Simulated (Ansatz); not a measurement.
# CH8GeN (SMILES C[NH2+][GeH3]) (charge +1): what the fields show

Input file:

```
crystal:
  periodic: [false, false, false]
  atoms:
    - symbol: C
      position_ang: [0.965632, 0.503826, 1.635301]
    - symbol: Ge
      position_ang: [1.313977, -0.529222, -1.156515]
    - symbol: N
      position_ang: [0.428077, -0.521270, 0.670842]
    - symbol: H
      position_ang: [0.825833, 1.496962, 1.206372]
    - symbol: H
      position_ang: [2.027991, 0.313837, 1.793886]
    - symbol: H
      position_ang: [0.430335, 0.431071, 2.584106]
    - symbol: H
      position_ang: [-0.578515, -0.375436, 0.540856]
    - symbol: H
      position_ang: [0.520689, -1.457602, 1.078393]
    - symbol: H
      position_ang: [0.553278, -1.652050, -1.868002]
    - symbol: H
      position_ang: [1.022594, 0.894649, -1.637295]
    - symbol: H
      position_ang: [2.768122, -0.828938, -0.783551]
basis:
  gaussian: {orbitals: def2-TZVPD}
total_charge: 1
hamiltonian: {xc: {name: PBE0}}
output: {forces: true, orbitals: {seedname: orbitals}}
```

Command:

```sh
ansatz run input.yaml --threads 2 --pin off --max-ram 4350MiB --events-out events.jsonl --progress --plain --runs-dir runs
```

Geometry: B3LYP/6-31G*.

Theory: isolated molecule in a Gaussian basis; Kohn-Sham density functional theory, functional PBE0 in Ansatz.

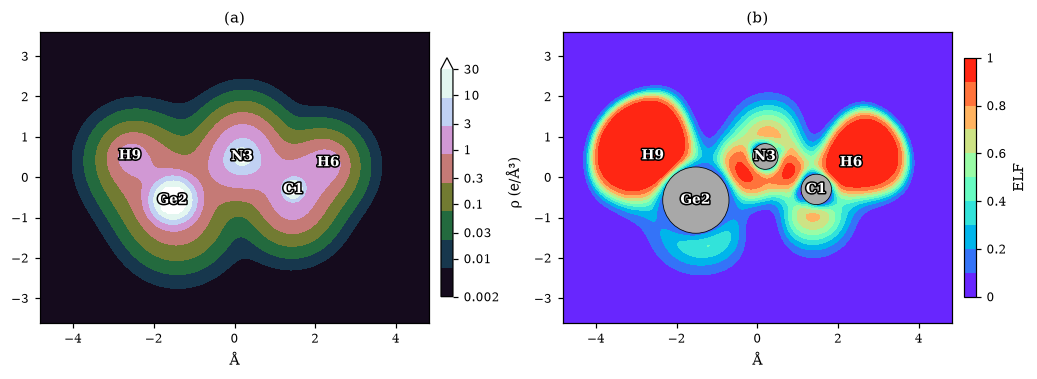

Figure 1. (a) total electron density; (b) ELF on the plane of atoms N3, Ge2 and H9. Grey discs cover the atomic cores in the ELF map.

Q: Read the bonding off the picture.

A:
- The plane passes through C, Ge, N and H nuclei.
- C–N (1.51 Å): the density is about 1.7 e/Å³ at the midpoint; the ELF peaks at about 0.95 between the atoms (a shared electron pair).
- Ge–N (2.03 Å): ρ at the midpoint is about 0.68 e/Å³; the ELF peaks at about 0.95 in the valence shell of N, 0.7 Å from its nucleus, and is about 0.55 at the midpoint.
- C–H (1.09 Å): the density is about 2.1 e/Å³ at the midpoint; the ELF climbs to about 1 towards the hydrogen, as it does in any bond to H (an ordinary covalent bond to hydrogen).
- Ge–H (1.53 Å): ρ is about 1.1 e/Å³ halfway; the ELF climbs to about 1 towards the hydrogen.

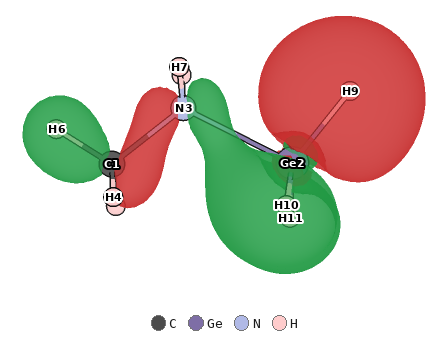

Figure 2. The HOMO at ±0.08 Å⁻³ᐟ² (green and red are the two phases), seen across its widest extent.

Q: What is the character of this orbital?

A: Its weight (Hirshfeld) is mainly on Ge2 (about 40 %), H9 (about 35 %), H10 (about 5 %) and H11 (about 5 %). Its energy is −15.02 eV.

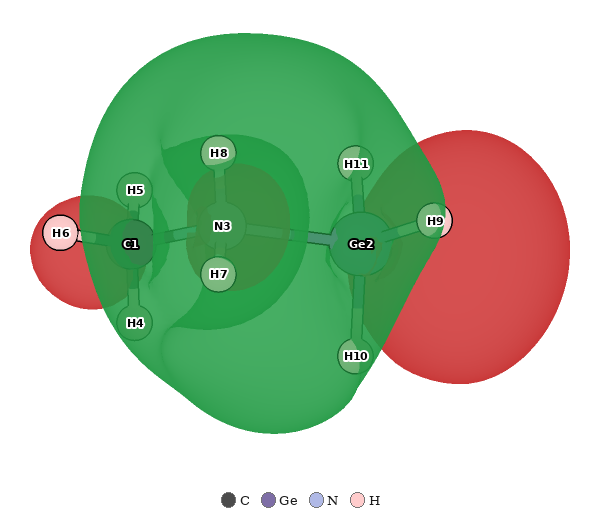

Figure 3. The LUMO at ±0.06 Å⁻³ᐟ² (green and red are the two phases), seen from one side.

Q: What is the character of this orbital?

A: Its weight (Hirshfeld) is mainly on Ge2 (about 50 %), N3 (about 10 %), H7 (about 10 %) and H8 (about 10 %). Its energy is −5.58 eV.
